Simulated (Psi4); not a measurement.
**AlBH2OF2 (SMILES O[B](F)[AlH][F]) at TPSSh/6-31G(d) (spherical functions)**

Aim: the vertical singlet–triplet gap of AlBH2OF2 at TPSSh/6-31G* (spherical functions), from 2 runs. 

The results are computed with Psi4 1.11.

2 further runs of the same task are left out: 2 set aside as unsound or not needed.

## 1. Starting point

AlBH2OF2: 7 atoms, total charge 0, spin state singlet. As SMILES, `O[B](F)[AlH][F]`. The coordinates come from a PBE0-D4/def2-TZVP relaxation. This is one conformer, not always the lowest.

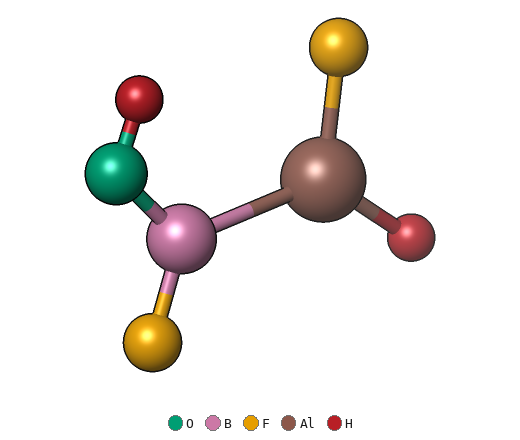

The structure, seen from a chosen angle (oxygen teal, boron pink, fluorine amber, aluminium brown, hydrogen red).

## 2. Energy and gradient at TPSSh/6-31G(d) (spherical functions)

Contents of albf2h2o.inp:

```
memory 2200 MB

molecule m {
  0 1
  O      0.462300    -0.166500     1.769000
  B      0.511800    -0.675600     0.519100
  F      1.170800    -1.824800     0.394500
  Al    -0.411500     0.301600    -1.162100
  F     -1.152700     1.713100    -0.697800
  H     -0.019900     0.662300     1.825000
  H     -0.499600    -0.078200    -2.693300
  symmetry c1
}

set basis 6-31G*
set puream true
set e_convergence 1e-09
set d_convergence 1e-08
set scf_type pk
set dft_radial_points 99
set dft_spherical_points 590

e, wfn = gradient('tpssh', return_wfn=True)
oeprop(wfn, 'QUADRUPOLE', 'MAYER_INDICES', 'DIPOLE', title='TPSSH')
```

Started as:

```
$ psi4 -n 1 albf2h2o.inp albf2h2o.out
```

albf2h2o.out:

```text
[...]
  Running in c1 symmetry.
[...]
  Nuclear repulsion =  190.104529715395870
[...]
  Multiplicity = 1
[...]
  Nalpha       = 23
  Nbeta        = 23
[...]
    Number of basis functions: 78
[...]
   @RKS iter   1:  -543.32735941116005   -6.06113e-01   9.61868e-03 ADIIS/DIIS
[...]
   @RKS iter  11:  -543.53086440779589   -1.15961e-11   7.57454e-09 DIIS
[...]
    Orbital Energies [Eh]
    ---------------------
    Doubly Occupied:
       1A    -55.923213     2A    -24.606968     3A    -24.573932
       4A    -19.100287     5A     -6.755723     6A     -4.091994
       7A     -2.640601     8A     -2.634076     9A     -2.630274
      10A     -1.172197    11A     -1.108993    12A     -1.020605
      13A     -0.564714    14A     -0.486781    15A     -0.444673
      16A     -0.423380    17A     -0.412926    18A     -0.386102
      19A     -0.371698    20A     -0.370224    21A     -0.341190
      22A     -0.338350    23A     -0.257359
[...]
  @RKS Final Energy:  -543.53086440779589
   => Energetics <=
    Nuclear Repulsion Energy =            190.1045297153958700
    One-Electron Energy =               -1133.1473843799944916
    Two-Electron Energy =                 447.5548042190563365
    DFT Exchange-Correlation Energy =     -48.0428139622535539
    Empirical Dispersion Energy =           0.0000000000000000
    VV10 Nonlocal Energy =                  0.0000000000000000
    Total Energy =                       -543.5308644077958888
[...]
  -Total Gradient:
     Atom            X                  Y                   Z
    ------   -----------------  -----------------  -----------------
       1       -0.005255652620     0.005367655207    -0.010144668872
       2        0.004499848059    -0.004367353144     0.009199237147
       3       -0.004906444682     0.008342772553     0.000330267023
       4       -0.003317408638     0.005397580049    -0.000429408823
       5        0.003738557499    -0.006845674433    -0.001644128930
       6        0.005112699031    -0.008472543070     0.000393415002
       7        0.000091630039     0.000628820238     0.002239933916
[...]
 Multipole Moments:
 ------------------------------------------------------------------------------------
     Multipole            Electronic (a.u.)      Nuclear  (a.u.)        Total (a.u.)
 ------------------------------------------------------------------------------------
 L = 1.  Multiply by 2.5417464519 to convert [e a0] to [Debye]
 Dipole X            :          0.4200580           -0.5732381           -0.1531802
 Dipole Y            :         -0.6960884            0.9464908            0.2504024
 Dipole Z            :          0.0054984           -0.0166682           -0.0111699
 Magnitude           :                                                    0.2937521
 L = 2.  Multiply by 1.3450342976 to convert [e a0^2] to [Debye ang]
 Quadrupole XX       :       -130.8702316          106.2805476          -24.5896840
 Quadrupole XY       :        149.9592498         -146.1331746            3.8260751
[...]
```

It took 49 s on 1 thread of Intel Xeon Platinum 8259CL at 2.50GHz (Skylake/Cascade Lake), shared host; peak memory 1.2 GiB.

## 3. The triplet: a single-point energy at UTPSSh/6-31G(d) (spherical functions)

Contents of input.json:

```json
{
  "schema_name": "qcschema_input",
  "schema_version": 1,
  "molecule": {
    "schema_name": "qcschema_molecule",
    "schema_version": 2,
    "symbols": ["O", "B", "F", "Al", "F", "H", "H"],
    "geometry": [0.87362039, -0.3146394, 3.34292551, 0.96716183, -1.27669897, 0.98095683, 2.21249135, -3.44837223, 0.74549696, -0.7776223, 0.5699414, -2.19605073, -2.1782873, 3.23728982, -1.31865089, -0.03760555, 1.25156561, 3.44875018, -0.94410717, -0.14777658, -5.08959937],
    "molecular_charge": 0,
    "molecular_multiplicity": 3,
    "fix_symmetry": "c1"
  },
  "driver": "energy",
  "model": {
    "method": "tpssh",
    "basis": "6-31G*"
  },
  "keywords": {
    "reference": "uks",
    "puream": true,
    "e_convergence": 1e-09,
    "d_convergence": 1e-08,
    "scf_type": "pk",
    "dft_radial_points": 99,
    "dft_spherical_points": 590,
    "maxiter": 100
  }
}
```

Started as:

```
$ psi4 --qcschema input.json -n 1 --memory 2200MB
```

stdout:

```text
[...]
  Running in c1 symmetry.
[...]
  Nuclear repulsion =  190.104529944184577
[...]
  Multiplicity = 3
[...]
  Nalpha       = 24
  Nbeta        = 22
[...]
    Number of basis functions: 78
[...]
   @UKS iter   1:  -543.20869172537539   -4.87446e-01   9.28534e-03 DIIS/ADIIS
[...]
   @UKS iter  15:  -543.40013683628456   -9.09495e-13   4.47572e-09 DIIS
[...]
   @S^2 Observed:                2.002724903E+00
[...]
    Orbital Energies [Eh]
    ---------------------
    Alpha Occupied:
       1A    -55.935274     2A    -24.644664     3A    -24.579379
       4A    -19.135822     5A     -6.810361     6A     -4.104343
       7A     -2.649539     8A     -2.648754     9A     -2.645105
      10A     -1.208097    11A     -1.114636    12A     -1.055798
      13A     -0.596238    14A     -0.529788    15A     -0.485026
      16A     -0.457212    17A     -0.431235    18A     -0.421499
      19A     -0.384143    20A     -0.377203    21A     -0.370339
      22A     -0.368244    23A     -0.316657    24A     -0.144282
    Alpha Virtual:
      25A     -0.017371    26A     -0.004538    27A     -0.003059
[...]
  @UKS Final Energy:  -543.40013683628456
   => Energetics <=
    Nuclear Repulsion Energy =            190.1045299441845771
    One-Electron Energy =               -1132.1067681860176890
    Two-Electron Energy =                 446.5775117787734985
    DFT Exchange-Correlation Energy =     -47.9754103732249604
    Empirical Dispersion Energy =           0.0000000000000000
    VV10 Nonlocal Energy =                  0.0000000000000000
    Total Energy =                       -543.4001368362845596
[...]
 Multipole Moments:
 ------------------------------------------------------------------------------------
     Multipole            Electronic (a.u.)      Nuclear  (a.u.)        Total (a.u.)
 ------------------------------------------------------------------------------------
 L = 1.  Multiply by 2.5417464519 to convert [e a0] to [Debye]
 Dipole X            :          0.5999987           -0.5732381            0.0267606
 Dipole Y            :         -0.9048516            0.9464908            0.0416392
 Dipole Z            :          0.2775424           -0.0166682            0.2608742
 Magnitude           :                                                    0.2655283
[...]
```

The result, in JSON:

```text
{
 "driver": "energy",
 "model": {
  "method": "tpssh",
  "basis": "6-31G*"
 },
 "success": true,
 "return_result": -543.4001368362846,
 "properties": {
  "calcinfo_nbasis": 78,
  "calcinfo_nmo": 78,
  "calcinfo_nalpha": 24,
  "calcinfo_nbeta": 22,
  "calcinfo_natom": 7,
  "nuclear_repulsion_energy": 190.10452994418458,
  "return_energy": -543.4001368362846,
  "scf_one_electron_energy": -1132.1067681860177,
  "scf_two_electron_energy": 446.5775117787735,
  "scf_xc_energy": -47.97541037322496,
  "scf_dipole_moment": [0.02676057135016685, 0.04163919384435999, 0.2608742064737093],
  "scf_total_energy": -543.4001368362846,
  "scf_iterations": 15
 }
}
```

It took 86 s on 1 thread of Intel Xeon Platinum 8259CL at 2.50GHz (Skylake/Cascade Lake), shared host; peak memory 1.1 GiB.

## 4. Outcome

Level: TPSSh/6-31G* (spherical functions).

| quantity | value |
| --- | --- |
| singlet: total energy | -543.53086 Eh |
| singlet: dipole moment | 0.75 D |
| singlet: HOMO energy | -7.00 eV |
| singlet: LUMO energy | -2.14 eV |
| singlet: HOMO–LUMO gap | 4.86 eV |
| singlet: largest force on an atom | 0.649 eV/Å |
| triplet: total energy | -543.40014 Eh |
| triplet: dipole moment | 0.67 D |
| triplet: HOMO energy (highest over α and β) | -3.93 eV |
| triplet: ⟨S²⟩ | 2.003 |
| vertical energy of the triplet above the singlet | 3.557 eV |

In words: At this shape the triplet lies 3.56 eV (343 kJ/mol) above the singlet. The largest force (singlet) is 0.65 eV/Å: the shape isn't a stationary point for this species at this level.
